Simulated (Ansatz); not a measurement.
# TiN (rock salt), frozen-phonon scan

Starting cell, TiN (rock salt):

```yaml
crystal:
  lattice:
    - [0.00000, 4.23251, 4.23251]
    - [2.11625, 2.11625, 4.23251]
    - [2.11625, 2.11625, 0.00000]
  atoms:
    - { symbol: N, position: [0.00000, 0.00000, 0.00000] }
    - { symbol: N, position: [0.50000, 0.00000, 0.00000] }
    - { symbol: Ti, position: [0.00000, 0.50000, 0.50000] }
    - { symbol: Ti, position: [0.50000, 0.50000, 0.50000] }
```

A phonon eigenvector at X = (0.5, 0.5, 0.0) is frozen into this cell: atom i moves by Q times the vector below, so Q is the largest atomic displacement, in Å. The cell is held. It is one choice among 2 degenerate patterns. (q is in reciprocal vectors of the primitive cell; the cell shown is doubled to hold the pattern.)

```csv
atom,x,y,z
N1,0.000,1.000,0.000
N2,0.000,-1.000,0.000
Ti3,0.000,0.143,0.000
Ti4,0.000,-0.143,0.000
```

Level of theory: r2SCAN (plane waves to 500 eV, PAW, scalar-relativistic; Ansatz, a program for electronic structure). k mesh 19×19×19 (Γ-centred), Fermi-Dirac smearing 0.05 eV. Energies are smeared free energies. Compression counts positive. With partly filled bands, energies and forces of such displacements shift with the k mesh and the smearing. TiN is run without spin polarisation. TiN was relaxed with its symmetry unable to fall. ΔE is measured from the undisplaced structure.

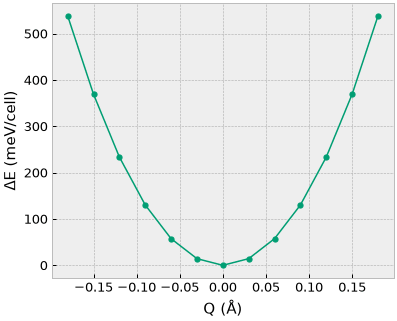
Figure. ΔE (meV/cell) against Q (Å); computed points joined by lines.

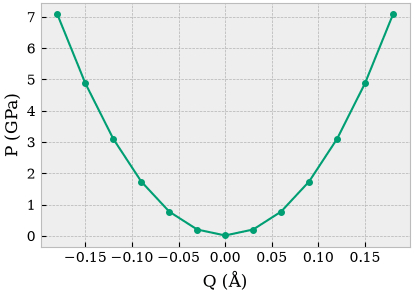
*P (GPa) against Q (Å); markers are the computed points, lines only join them.*

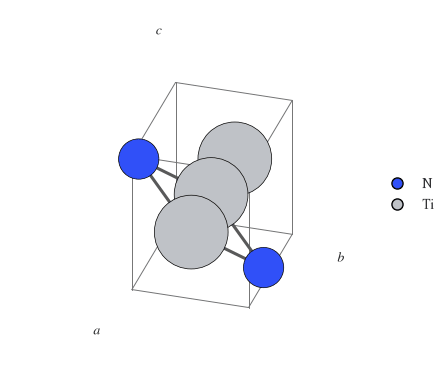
*The cell of the calculation at Q = -0.180 Å.*

Harmonic wavenumber from the curvature (finite differences): 537 cm⁻¹. Space group of the distorted cell: Cmcm (No. 63), lowered from Fm-3m. Shape of the curve: a single well with its minimum at or next to zero displacement. Symmetry of the curve: even: the same for both signs. Wavenumber by perturbation theory (DFPT, on another k mesh): 538 cm⁻¹.

E″ = 31.76 eV/Å², M = Σ mᵢ|uᵢ|² = 30.0 u, ν̃ = 521.5·√(|E″|/M).

(For displaced atoms, the force is minus the slope of the energy, and its curvature is a force constant, which sets phonon frequencies.)
